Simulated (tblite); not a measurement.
# Geometry relaxation, with input and output: C2H13NOSi3 (part 2 of 2)

C2H13NOSi3, SMILES CCO[SiH2]N([SiH3])[SiH3]; GFN2-xTB geometry optimisation, gas phase (tblite 0.8.0). It belongs to a series of runs on one base structure; here: H on Si replaced by OC2H5.

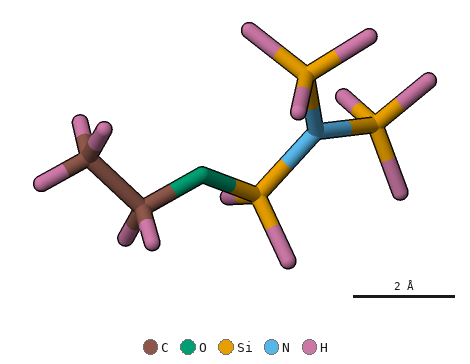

Figure 1. The geometry at step 134 of the log (stick view, seen at a tilt).

### Trajectory as extended XYZ, continued
```
20
Properties=species:S:1:pos:R:3:forces:R:3 step=100 energy=-631.79544
C     3.1749    0.6066   -0.3720   -0.0120   0.0130   0.0100
C     2.2963   -0.6333   -0.2871    0.0100   0.0070  -0.0110
O     0.9496   -0.2627   -0.3230    0.0040   0.0340   0.0270
Si   -0.2892   -1.0425    0.3552   -0.0120   0.0080   0.0280
N    -1.6350   -0.0418   -0.0601    0.0050   0.0000  -0.0020
Si   -1.4379    1.2084   -1.2664   -0.0250  -0.0110   0.0240
Si   -3.0601   -0.2469    0.9094    0.0040   0.0010  -0.0150
H     2.8408    1.2208   -1.2038    0.0250   0.0120  -0.0150
H     3.0992    1.1898    0.5418   -0.0380   0.0050  -0.0040
H     4.2130    0.3253   -0.5259    0.0000  -0.0180   0.0050
H     2.4980   -1.2931   -1.1389   -0.0070  -0.0310  -0.0280
H     2.5088   -1.1949    0.6294    0.0110  -0.0010  -0.0030
H    -0.4492   -2.3899   -0.2020   -0.0140  -0.0300  -0.0220
H    -0.1130   -1.1452    1.8063    0.0210   0.0190   0.0230
H    -2.7992    1.5839   -1.6550    0.0020   0.0260   0.0050
H    -0.7294    0.6825   -2.4311    0.0110  -0.0290   0.0040
H    -0.7339    2.3668   -0.7055    0.0020  -0.0180   0.0040
H    -2.8727    0.3804    2.2214    0.0010   0.0020   0.0130
H    -3.2946   -1.6793    1.0944    0.0320  -0.0050  -0.0260
H    -4.1716    0.3757    0.2004   -0.0210   0.0150  -0.0170
20
Properties=species:S:1:pos:R:3:forces:R:3 step=117 energy=-631.80452
C     3.1456    0.6164   -0.3855   -0.0100   0.0140   0.0050
C     2.2892   -0.6397   -0.3201    0.0020   0.0120   0.0100
O     0.9374   -0.2876   -0.3405    0.0300   0.0140  -0.0120
Si   -0.2898   -1.0424    0.3838   -0.0220   0.0020   0.0110
N    -1.6298   -0.0376   -0.0437    0.0260   0.0070  -0.0120
Si   -1.4081    1.2110   -1.2468   -0.0100  -0.0120  -0.0120
Si   -3.0671   -0.2562    0.9014    0.0140  -0.0100  -0.0220
H     2.9007    1.1798   -1.2818    0.0080   0.0010  -0.0050
H     2.9473    1.2439    0.4801    0.0030  -0.0140  -0.0110
H     4.1994    0.3518   -0.4015    0.0020   0.0000  -0.0050
H     2.4977   -1.2869   -1.1818   -0.0160   0.0050   0.0100
H     2.5195   -1.2064    0.5893   -0.0160  -0.0090  -0.0040
H    -0.4757   -2.4000   -0.1419    0.0000  -0.0170  -0.0010
H    -0.0832   -1.1113    1.8349    0.0040   0.0240  -0.0130
H    -2.7533    1.6531   -1.6270    0.0100  -0.0130   0.0280
H    -0.7318    0.6543   -2.4193   -0.0110   0.0110   0.0300
H    -0.6630    2.3387   -0.6787    0.0190  -0.0080  -0.0090
H    -2.8947    0.3505    2.2248   -0.0070  -0.0050   0.0240
H    -3.2707   -1.6975    1.0473   -0.0230   0.0000   0.0040
H    -4.1748    0.3767    0.1943   -0.0050  -0.0020  -0.0170
20
Properties=species:S:1:pos:R:3:forces:R:3 step=134 energy=-631.80805
C     3.1456    0.6163   -0.4001    0.0030   0.0070  -0.0050
C     2.2809   -0.6338   -0.3412   -0.0040  -0.0100   0.0090
O     0.9302   -0.2772   -0.3434    0.0030  -0.0060   0.0080
Si   -0.2835   -1.0248    0.4144   -0.0040   0.0070  -0.0060
N    -1.6305   -0.0404   -0.0296    0.0140   0.0010   0.0020
Si   -1.3892    1.2083   -1.2275   -0.0260   0.0040  -0.0120
Si   -3.0858   -0.2772    0.8830    0.0210  -0.0090   0.0060
H     2.9355    1.1661   -1.3134    0.0030   0.0170   0.0040
H     2.9234    1.2573    0.4494    0.0020  -0.0090  -0.0080
H     4.1975    0.3435   -0.3761   -0.0020   0.0070  -0.0150
H     2.4745   -1.2715   -1.2132    0.0040  -0.0010   0.0170
H     2.5185   -1.2119    0.5588   -0.0190  -0.0150   0.0030
H    -0.4618   -2.3958   -0.0792    0.0060  -0.0080   0.0240
H    -0.0695   -1.0373    1.8651    0.0170  -0.0080  -0.0040
H    -2.7356    1.6786   -1.5617    0.0140   0.0160  -0.0090
H    -0.7461    0.6435   -2.4126   -0.0170  -0.0060  -0.0090
H    -0.5950    2.3093   -0.6775    0.0090   0.0100   0.0120
H    -2.9349    0.3001    2.2231   -0.0090  -0.0010   0.0040
H    -3.3087   -1.7185    1.0095    0.0000   0.0100  -0.0190
H    -4.1706    0.3760    0.1592   -0.0150  -0.0070  -0.0010
20
Properties=species:S:1:pos:R:3:forces:R:3 step=150 energy=-631.81426
C     3.1399    0.6054   -0.4318   -0.0270  -0.0060   0.0120
C     2.2842   -0.6515   -0.3666   -0.0150  -0.0180  -0.0030
O     0.9287   -0.3114   -0.3734    0.0130   0.0160  -0.0120
Si   -0.2612   -0.9724    0.4943   -0.0120   0.0090   0.0140
N    -1.6191   -0.0287   -0.0058   -0.0050  -0.0060   0.0150
Si   -1.3750    1.2273   -1.1965   -0.0020  -0.0020  -0.0040
Si   -3.1136   -0.3236    0.8236   -0.0140  -0.0200   0.0020
H     2.9083    1.1597   -1.3371    0.0040   0.0130   0.0030
H     2.9281    1.2383    0.4260    0.0100   0.0040  -0.0010
H     4.1938    0.3391   -0.4303   -0.0090   0.0090  -0.0060
H     2.4836   -1.2861   -1.2389    0.0020  -0.0220   0.0060
H     2.5262   -1.2272    0.5338   -0.0100   0.0020  -0.0050
H    -0.4463   -2.3915    0.1671   -0.0130   0.0160  -0.0060
H     0.0084   -0.8400    1.9313   -0.0140   0.0080  -0.0010
H    -2.7038    1.7776   -1.4710   -0.0020   0.0110   0.0080
H    -0.8264    0.6505   -2.4221    0.0240  -0.0090  -0.0180
H    -0.5074    2.2739   -0.6542    0.0190   0.0160  -0.0060
H    -3.0284    0.1654    2.2044    0.0130  -0.0120  -0.0130
H    -3.3544   -1.7679    0.8387    0.0200   0.0070   0.0020
H    -4.1707    0.3738    0.0958    0.0180  -0.0130   0.0160
20
Properties=species:S:1:pos:R:3:forces:R:3 step=167 energy=-631.81768
C     3.1169    0.5968   -0.4443   -0.0030  -0.0010   0.0020
C     2.2774   -0.6707   -0.3739   -0.0050  -0.0040   0.0030
O     0.9194   -0.3451   -0.4059    0.0010   0.0020  -0.0010
Si   -0.2558   -0.9292    0.5329    0.0000  -0.0050   0.0010
N    -1.6131   -0.0060   -0.0004    0.0050  -0.0030   0.0030
Si   -1.3572    1.2473   -1.1913   -0.0020   0.0040   0.0020
Si   -3.1136   -0.3624    0.7908   -0.0070  -0.0070   0.0020
H     2.8636    1.1542   -1.3422    0.0070  -0.0030   0.0010
H     2.9115    1.2234    0.4199    0.0010  -0.0030   0.0000
H     4.1743    0.3456   -0.4612   -0.0060   0.0040  -0.0030
H     2.4956   -1.3180   -1.2326   -0.0010   0.0070   0.0010
H     2.5119   -1.2301    0.5383    0.0020   0.0000   0.0000
H    -0.4655   -2.3630    0.3032    0.0010   0.0030  -0.0010
H     0.0367   -0.7027    1.9537    0.0010   0.0020  -0.0010
H    -2.6711    1.8592   -1.4009    0.0040   0.0000  -0.0080
H    -0.8705    0.6594   -2.4401   -0.0010   0.0030   0.0040
H    -0.4242    2.2520   -0.6755    0.0000  -0.0010  -0.0080
H    -3.0421    0.0613    2.1926    0.0020   0.0020   0.0010
H    -3.3287   -1.8096    0.7448    0.0010  -0.0030  -0.0030
H    -4.1708    0.3482    0.0795    0.0020   0.0040   0.0040
```

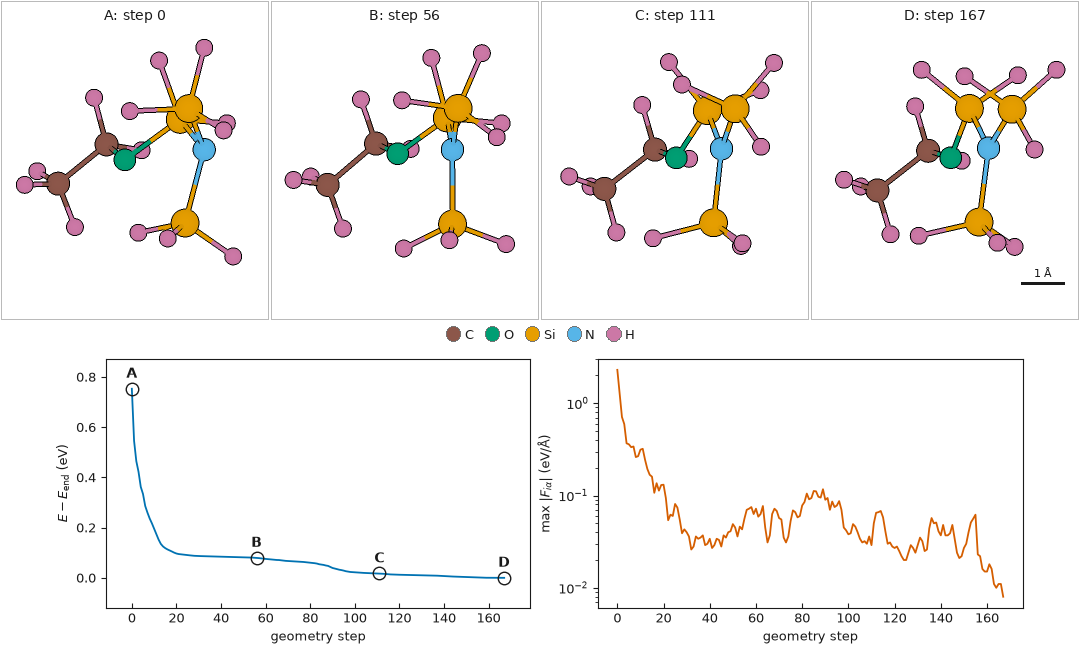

Figure 2. Frames of the relaxation (ball-and-stick view, seen at a tilt) above the curves, on which the letters mark them (steps are counted from 0).

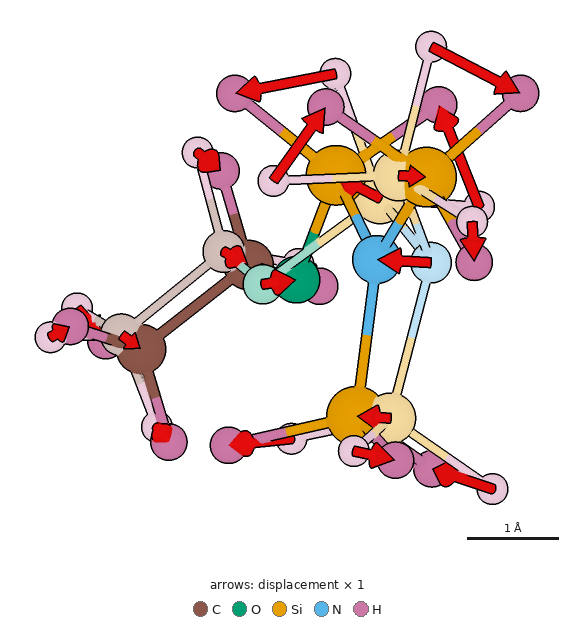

Figure 3. Start (faint) and end (solid) with the displacements as red arrows, at true length (ball-and-stick view, seen at a tilt). The two geometries are laid on each other by the best rigid fit. The largest move after the best rigid fit is that of H13, 1.40 Å. Largest moves by element: H 1.40 Å, N 0.61 Å, Si 0.60 Å, O 0.42 Å, C 0.39 Å. Among the contacts that change: O3–Si4 1.716 → 1.614 Å, Si4–N5 1.772 → 1.726 Å, N5–Si6 1.786 → 1.748 Å, C2–O3 1.364 → 1.397 Å. Among the angles that change: C2–O3–Si4 114.2° → 127.6°, Si6–N5–Si7 113.5° → 125.8°, N5–Si6–H15 113.2° → 105.4°. Over 167 geometry steps the energy falls by 0.753 eV. Largest force component: 2.3 eV/Å at the start, 0.008 eV/Å at the end. (Atoms are counted from 1 in the order of the input.)

The run was set up as follows.

### The input
```
{"job": {"kind": "relax", "xc": "GFN2-xTB", "basis": "xTB"}, "charge": 0, "multiplicity": 1}
C      3.193200     0.645200    -0.196800
C      2.216000    -0.500400    -0.050700
O      0.954100     0.003700    -0.173000
Si    -0.289400    -1.170300    -0.034300
N     -1.841600    -0.398000    -0.402600
Si    -1.659400     1.095200    -1.366000
Si    -2.910200    -0.213200     0.983900
H      3.123900     1.037800    -1.217900
H      2.932600     1.482300     0.498200
H      4.246700     0.346000     0.000800
H      2.428300    -1.234000    -0.878400
H      2.353600    -1.070500     0.919500
H     -0.046600    -2.190600    -1.052200
H     -0.244600    -1.711600     1.337700
H     -2.591000     2.167800    -0.957400
H     -1.813400     0.722500    -2.762500
H     -0.245000     1.506900    -1.205700
H     -2.539700     0.857700     1.888300
H     -3.022400    -1.460300     1.775500
H     -4.250100     0.094400     0.480800
```

The first line tells a small driver script what to run in tblite; the rest is the geometry in Å.

Command:
```bash
OMP_NUM_THREADS=1 python <driver script> task.json out
```

### Results in brief

| quantity | value |
| --- | --- |
| outcome | converged |
| total energy | −631.8177 eV |
| hardware | 1 CPU thread, shared host |
| wall time | 2.7 s |
| peak memory | 0.18 GiB |
